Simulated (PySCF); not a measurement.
# C₄H₉GeNSi: electronic excitations

Wanted: the electronic excitations of C₄H₉GeNSi (`C=C(CC#N)[SiH2][GeH3]`), by calculation.

Computed with PySCF 2.14.0, with density-fitted response routines of our own, on a single molecule in the gas phase. Atoms are numbered from 0 throughout.

## Step 1: Starting geometry

16 atoms, charge 0, multiplicity 1; geometry from: GFN2-xTB.

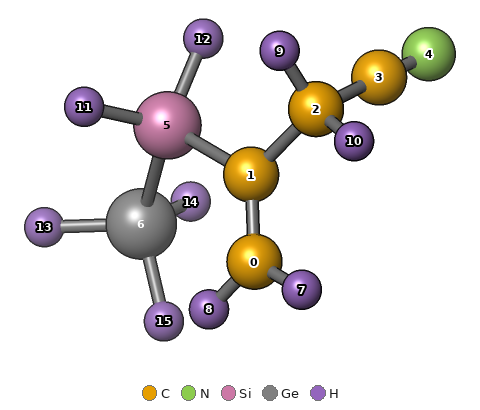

As it starts; carbon amber, nitrogen green, silicon pink, germanium grey, hydrogen purple, atoms numbered; sticks join atoms by distance.

## Step 2: Ultraviolet spectrum: wB97X-D/def2-SVPD

Job settings and geometry (Å):

```
{"job": {"kind": "uv", "xc": "wB97X-D", "basis": "def2-SVPD", "nstates": 8, "ntriplets": 3}, "charge": 0, "multiplicity": 1}
C     -0.403888    -0.893800    -1.538524
C     -0.632614     0.072496    -0.662345
C     -2.043957     0.512039    -0.355022
C     -2.387591     0.097515     0.981127
N     -2.636216    -0.253177     2.040258
Si     0.755238     0.960561     0.273820
Ge     2.494673    -0.501464     0.804814
H     -1.194085    -1.396085    -2.078008
H      0.598931    -1.225846    -1.759176
H     -2.125189     1.601494    -0.408633
H     -2.760655     0.065292    -1.051288
H      1.214860     2.057110    -0.592756
H      0.170861     1.562576     1.476691
H      3.857653     0.105745     0.643796
H      2.499450    -0.994026     2.218447
H      2.584930    -1.761487    -0.004611
```

Method: TDDFT wB97X-D/def2-SVPD, vertical, gas phase, core orbitals frozen in the response.

Run with:

```bash
$ OMP_NUM_THREADS=1 python probes_run.py task.json out
```

The driver reads the jobs from task.json and runs them one after another.

Standard output:

```text
coarse grid: 61920 points
cycle   1  E = -2578.4363856474  dE =  1.888e-01  |g| = 6.055e-01  |ddm| = 5.397e+00
cycle   2  E = -2578.3691581850  dE =  6.723e-02  |g| = 8.736e-01  |ddm| = 1.707e+00
cycle   3  E = -2578.5195487748  dE = -1.504e-01  |g| = 1.000e-01  |ddm| = 1.067e+00
cycle   4  E = -2578.5212110655  dE = -1.662e-03  |g| = 4.872e-02  |ddm| = 1.996e-01
cycle   5  E = -2578.5216250713  dE = -4.140e-04  |g| = 6.028e-03  |ddm| = 9.149e-02
cycle   6  E = -2578.5216371633  dE = -1.209e-05  |g| = 1.984e-03  |ddm| = 2.074e-02
cycle   7  E = -2578.5216385181  dE = -1.355e-06  |g| = 8.108e-04  |ddm| = 7.157e-03
final grid: 129136 points
cycle   8  E = -2578.5212446989  dE = -2.501e-06  |g| = 1.023e-03  |ddm| = 1.856e-02
cycle   9  E = -2578.5212447256  dE = -2.664e-08  |g| = 1.081e-03  |ddm| = 3.616e-03
cycle  10  E = -2578.5212449793  dE = -2.537e-07  |g| = 1.093e-04  |ddm| = 1.600e-03
cycle  11  E = -2578.5212449828  dE = -3.459e-09  |g| = 9.335e-05  |ddm| = 4.025e-04
cycle  12  E = -2578.5212449846  dE = -1.809e-09  |g| = 2.551e-05  |ddm| = 1.610e-04
cycle  13  E = -2578.5212449848  dE = -1.892e-10  |g| = 7.814e-06  |ddm| = 4.806e-05
converged SCF energy = -2578.5212449848

Static polarisability (au): isotropic 108.188, principal 96.051 108.897 119.618

Singlet excitations
state   eV       nm        f      main configurations
  1   6.6419    186.7   0.07157   H->L 0.44, H-1->L 0.32, H-2->L 0.11
  2   6.8865    180.0   0.16972   H->L 0.52, H-1->L 0.26, H-2->L 0.10
  3   7.1161    174.2   0.00722   H->L+1 0.69, H->L+2 0.17
  4   7.4165    167.2   0.02355   H->L+2 0.32, H-2->L 0.21, H->L+3 0.13
  5   7.5401    164.4   0.03251   H-2->L 0.25, H-1->L 0.17, H->L+2 0.09
  6   7.6368    162.4   0.01501   H-4->L 0.44
  7   7.7590    159.8   0.06597   H-1->L+1 0.40, H->L+2 0.12, H->L+4 0.11
  8   7.9640    155.7   0.01336   H->L+3 0.35, H-1->L+2 0.24

Triplet excitations (Tamm-Dancoff, eV): 4.3725 6.2065 6.5780
```

Wall time 2.4 min (1 thread of Arm Neoverse N1, shared host); peak memory 1 GiB.

Frontier orbitals and where they lie:

| orbital | eV | atoms |
| --- | --- | --- |
| HOMO−3 | -11.31 | Ge6 33 %, H14 21 %, H13 16 % |
| HOMO−2 | -11.17 | Si5 18 %, Ge6 15 %, H15 12 % |
| HOMO−1 | -10.65 | Si5 20 %, C1 19 %, Ge6 19 % |
| HOMO | -10.02 | C0 27 %, C1 26 %, Si5 12 % |
| LUMO | 0.78 | C0 29 %, C1 28 %, Si5 10 % |
| LUMO+1 | 1.42 | Si5 27 %, Ge6 26 %, H15 11 % |
| LUMO+2 | 1.65 | Ge6 37 %, Si5 21 %, H14 13 % |

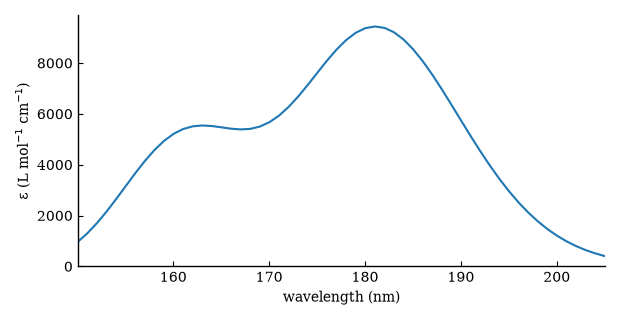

Absorption spectrum: each of the 8 states is a Gaussian band of 0.4 eV half-width at 1/e. Beyond the last state computed it falls off for lack of states.

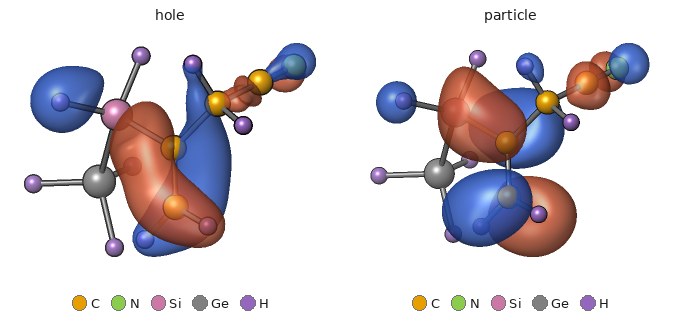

Leading natural transition orbitals of singlet state 2: the electron leaves the hole (left) for the particle orbital (right).

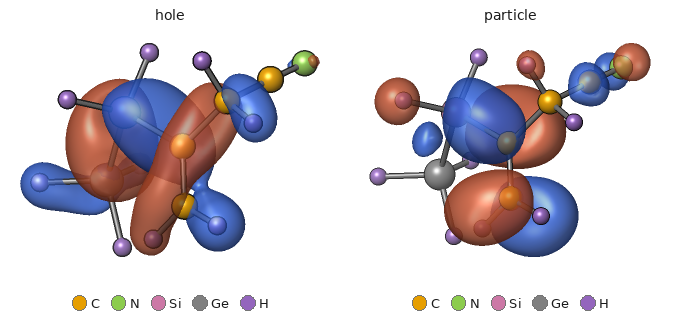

Leading natural transition orbitals of singlet state 1: the electron leaves the hole (left) for the particle orbital (right).

Ground-state properties from the same run:

| property | computed |
| --- | --- |
| dipole moment (D) | 3.89 |
| polarisability (Å³) | 16.03 |
| HOMO–LUMO gap (eV) | 10.80 |
| −ε(HOMO) (eV) | 10.02 |

Orbitals, density, ELF and potential are computed afterwards from the orbital file.

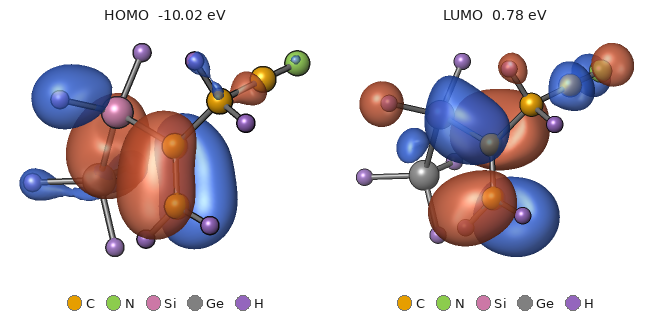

Frontier orbitals at wB97X-D/def2-SVPD; each surface holds 70 % of the orbital's density, blue and red mark the sign.

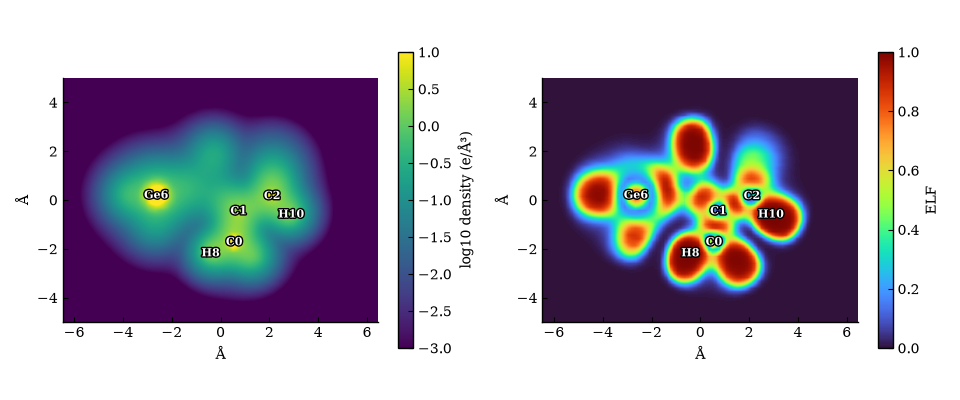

Density (left) and ELF (right) in a plane through or near 6 of the atoms.

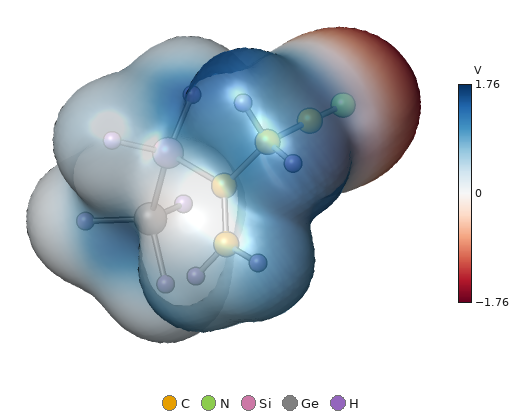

The potential that a unit positive charge feels on the 0.002 e/bohr³ surface, from -1.76 V near N4 to 1.46 V near H9.

## Step 3: What came out

```
                                quantity                        value
      lowest singlet (wB97X-D/def2-SVPD)  6.64 eV (187 nm), f = 0.072
brightest single state of those computed  state 2, 6.89 eV, f = 0.170
                          lowest triplet                      4.37 eV
   surface potential, least and greatest           -1.76 V and 1.46 V
```

What this shows: The lowest singlet, at 6.64 eV, is HOMO→LUMO 0.44, HOMO−1→LUMO 0.32 and is bright; of the 8 states computed, the strongest absorption comes from state 2 at 6.89 eV. The lowest triplet lies 2.27 eV below the lowest singlet (triplets in Tamm-Dancoff, singlets in full TDDFT).
